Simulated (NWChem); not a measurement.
**SF4 (sulfur tetrafluoride): levels of theory compared**

Aim: a comparison of 6 runs (HF/3-21G, HF/def2-SVP, HF/6-311+G**, PBE0/6-31G, PBE0/def2-SVP, B3LYP/6-31G*) of SF4 (sulfur tetrafluoride). 

The calculation is run with NWChem 7.3.0.

1 further run of the same task is left out (set aside as unsound or not needed).

## (1) The system as given

SF4: 5 atoms, total charge 0, spin state singlet. SMILES: `FS(F)(F)F`. Geometry: relaxed at PBE0-D4/def2-TZVP.

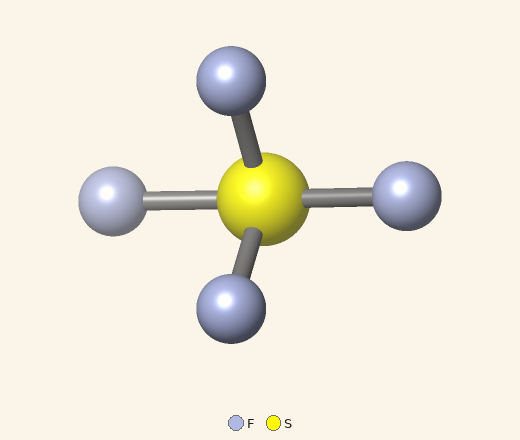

Viewed from a chosen angle; fluorine light blue, sulfur yellow.

## (2) Energy and gradient at HF/3-21G (run 1)

run.nw

```
start run
memory 2200 mb
charge 0
geometry noautosym nocenter noautoz
  F       -0.561200      -0.228000       1.172800
  S        0.064000      -0.357400      -0.243000
  F        1.536700      -0.462000       0.491400
  F       -1.440100      -0.077300      -0.858200
  F        0.400600       1.124600      -0.563100
end
basis spherical bse
  * library 3-21G
end
scf
  thresh 1e-08
  maxiter 80
  print low
end
task scf gradient
```

Command:

```
$ nwchem run.nw > run.out
```

Log:

```text
[...]
  functions       =    49
[...]
  wavefunction    = RHF
[...]
         Total SCF energy =   -790.965939729504
      One-electron energy =  -1693.873808420919
      Two-electron energy =    604.188808113962
 Nuclear repulsion energy =    298.719060577453
        Time for solution =      1.1s
[...]
                         RHF ENERGY GRADIENTS
    atom               coordinates                        gradient
                 x          y          z           x          y          z
   1 F      -1.060514  -0.430858   2.216271    0.021894  -0.003980  -0.049439
   2 S       0.120942  -0.675388  -0.459203   -0.013337   0.074625   0.050756
   3 F       2.903942  -0.873053   0.928611   -0.021158  -0.006575  -0.016852
   4 F      -2.721394  -0.146076  -1.621763    0.024559  -0.012475   0.003880
   5 F       0.757024   2.125186  -1.064105   -0.011959  -0.051594   0.011656
 Task  times  cpu:        1.3s     wall:        1.3s
 Total times  cpu:        1.3s     wall:        1.3s
```

Run time: 1.8 s. Hardware: 1 thread of Intel Xeon 6975P-C (Granite Rapids), shared host; peak memory 0.1 GiB.

## (3) Energy and forces at HF/def2-SVP (run 2)

mol.nw

```
start mol
title "F4S gradient"
memory total 2200 mb

geometry units bohr noautosym nocenter noautoz
   F     -1.06051430    -0.43085756     2.21627080
   S      0.12094247    -0.67538812    -0.45920345
   F      2.90394214    -0.87305347     0.92861142
   F     -2.72139459    -0.14607583    -1.62176296
   F      0.75702429     2.12518600    -1.06410478
end

basis spherical bse
   * library def2-SVP
end

scf
   thresh 1e-08
   maxiter 80
end

task scf gradient
```

Command:

```
$ nwchem mol.nw > mol.out
```

Log:

```text
[...]
  functions       =    74
[...]
  wavefunction    = RHF
[...]
         Total SCF energy =   -794.690214426515
      One-electron energy =  -1698.234678516166
      Two-electron energy =    604.825425204664
 Nuclear repulsion energy =    298.719038884988
        Time for solution =      4.9s
[...]
                         RHF ENERGY GRADIENTS
    atom               coordinates                        gradient
                 x          y          z           x          y          z
   1 F      -1.060514  -0.430858   2.216271   -0.005011   0.000529   0.011187
   2 S       0.120942  -0.675388  -0.459203    0.001464  -0.008074  -0.005473
   3 F       2.903942  -0.873053   0.928611    0.011610  -0.003462   0.003727
   4 F      -2.721395  -0.146076  -1.621763   -0.010893  -0.000545  -0.006471
   5 F       0.757024   2.125186  -1.064105    0.002830   0.011552  -0.002970
[...]
```

Run time: 6.6 s. Hardware: 1 thread of Intel Xeon 6975P-C (Granite Rapids), shared host; peak memory 0.1 GiB.

Runs 3 to 5 aren't shown in full; the table further down has their settings and results.

## (4) Energy and gradient at B3LYP/6-31G(d) (Cartesian functions) (run 6)

f4s.xyz

```xyz
5

F     -0.561200    -0.228000     1.172800
S      0.064000    -0.357400    -0.243000
F      1.536700    -0.462000     0.491400
F     -1.440100    -0.077300    -0.858200
F      0.400600     1.124600    -0.563100
```

run.py

```python
from ase.io import read
from ase.calculators.nwchem import NWChem

mol = read('f4s.xyz')

calc = NWChem(
    label='f4s',
    theory='dft',
    memory='2200 mb',
    basis='6-31G*',
    dft={'xc': 'b3lyp', 'mult': '1', 'grid': 'xfine', 'convergence': 'energy 1e-08', 'iterations': '100', 'mulliken': None},
)
mol.calc = calc

forces = mol.get_forces()
e = mol.get_potential_energy()
print(f"E = {e:.6f} eV")
print("forces (eV/A):")
for s, f in zip(mol.symbols, forces):
    print(f"{s:2s} {f[0]:10.5f} {f[1]:10.5f} {f[2]:10.5f}")
print("dipole (e A):", mol.get_dipole_moment().round(4))
```

Command:

```
$ export ASE_NWCHEM_COMMAND="nwchem PREFIX.nwi > PREFIX.nwo"
$ python run.py
```

Log:

```text
E = -21699.897679 eV
forces (eV/A):
F    -0.63511    0.10634    1.43174
S     0.30041   -1.68258   -1.14476
F     0.73914   -0.05394    0.36782
F    -0.75416    0.13863   -0.30941
F     0.34972    1.49150   -0.34540
dipole (e A): [ 0.0198 -0.1105 -0.0751]
```

The calculator wrote f4s.nwi:

```
title "f4s"

permanent_dir f4s

scratch_dir f4s

start f4s

geometry units angstrom nocenter noautosym noautoz
  F  -5.6120000000000003e-01 -2.2800000000000001e-01 1.1728000000000001e+00
  S  6.4000000000000001e-02 -3.5740000000000000e-01 -2.4299999999999999e-01
  F  1.5367000000000000e+00 -4.6200000000000002e-01 4.9140000000000000e-01
  F  -1.4400999999999999e+00 -7.7299999999999994e-02 -8.5819999999999996e-01
  F  4.0060000000000001e-01 1.1246000000000000e+00 -5.6310000000000004e-01
end

memory 2200 mb

basis noprint
   * library 6-31G*
end

dft
  xc b3lyp
  mult 1
  grid xfine
  convergence energy 1e-08
  iterations 100
  mulliken
end

task dft gradient
```

f4s.nwo:

```text
Northwest Computational Chemistry Package (NWChem) 7.3.0
             --------------------------------------------------------

           Job information
           ---------------

    nwchem branch   = 7.3.0
    use scalapack   = T
    input           = f4s.nwi
    prefix          = f4s.
    data base       = f4s/f4s.db
    status          = startup
    nproc           =        1

           Memory information
           ------------------

    heap     =     72089596 doubles =      550.0 Mbytes
    stack    =     72089601 doubles =      550.0 Mbytes
    global   =    144179200 doubles =     1100.0 Mbytes (distinct from heap & stack)
    total    =    288358397 doubles =     2200.0 Mbytes
    verify   = yes
    hardfail = no

           Directory information
           ---------------------

  0 permanent = f4s
  0 scratch   = f4s

                                NWChem Input Module
                                -------------------

                                        f4s
                                        ---

[... 84 lines left out ...]
  convergence criterion.
[... 17 lines left out ...]
          Convergence on gradient requested:  5.00D-04
[... 25 lines left out ...]
          Convergence aids based upon iterative change in
[... 28 lines left out ...]
 1-e energy   =   -1702.665089
[... 48 lines left out ...]
         Total DFT energy =     -797.456537479207
[... 2 lines left out ...]
    Exchange-Corr. energy =      -67.657805921124
[... 619 lines left out ...]
          Convergence on energy requested:  1.00D-08
[... 23 lines left out ...]
          Spatial weights used:  Erf1
[... 4 lines left out ...]
          total energy or number of iterations.
[... 18 lines left out ...]
                            NWChem DFT Gradient Module
                            --------------------------

                                        f4s

  charge          =   0.00
  wavefunction    = closed shell

                         DFT ENERGY GRADIENTS

    atom               coordinates                        gradient
                 x          y          z           x          y          z
   1 F      -1.060514  -0.430858   2.216271    0.012351  -0.002068  -0.027843
   2 S       0.120942  -0.675388  -0.459203   -0.005842   0.032721   0.022262
   3 F       2.903942  -0.873053   0.928611   -0.014374   0.001049  -0.007153
   4 F      -2.721394  -0.146076  -1.621763    0.014666  -0.002696   0.006017
   5 F       0.757024   2.125186  -1.064105   -0.006801  -0.029005   0.006717

                 ----------------------------------------
                 |  Time  |  1-e(secs)   |  2-e(secs)   |
                 ----------------------------------------
                 |  CPU   |       0.00   |       1.07   |
                 ----------------------------------------
                 |  WALL  |       0.00   |       1.07   |
                 ----------------------------------------

 Task  times  cpu:       12.9s     wall:       12.9s
 Total times  cpu:       12.9s     wall:       12.9s
```

It took 14 s on 1 thread of Intel Xeon 6975P-C (Granite Rapids), shared host; peak memory 0.14 GiB.

## (5) The series

| run | level | iteration cap | module | energy (Eh) | largest force (eV/Å) | wall time |
| --- | --- | --- | --- | --- | --- | --- |
| 1 | HF/3-21G | 80 | scf | -790.965940 | 4.691 | 1.8 s |
| 2 | HF/def2-SVP | 80 | scf | -794.690214 | 0.652 | 6.6 s |
| 3 | HF/6-311+G** | 80 | scf | -795.263308 | 0.845 | 21 s |
| 4 | PBE0/6-31G | 100 | dft | -796.697593 | 9.439 | 8.1 s |
| 5 | PBE0/def2-SVP | 100 | dft | -796.512577 | 1.413 | 12 s |
| 6 | B3LYP/6-31G* (Cartesian functions) | 100 | dft | -797.456537 | 2.057 | 14 s |

## (6) Summary of results

| quantity | value |
| --- | --- |
| run 6: total energy | -797.45654 Eh |
| run 6: dipole moment | 0.65 D |
| run 6: HOMO energy | -9.08 eV |
| run 6: LUMO energy | -1.70 eV |
| run 6: HOMO–LUMO gap | 7.38 eV |
| run 6: largest force on an atom | 2.057 eV/Å |

In words: Over runs 2, 3, 4, 5, 6 the dipole moment (its size) runs from 0.65 D (B3LYP/6-31G*) to 1.23 D (PBE0/6-31G). The two ends differ in method and basis. Over runs 2, 3, 4, 5, 6 the HOMO–LUMO gap runs from 7.38 eV (B3LYP/6-31G*) to 16.29 eV (HF/def2-SVP). Totals of different functionals can't be ranked against each other. All runs together took 64 s, the longest 21 s.
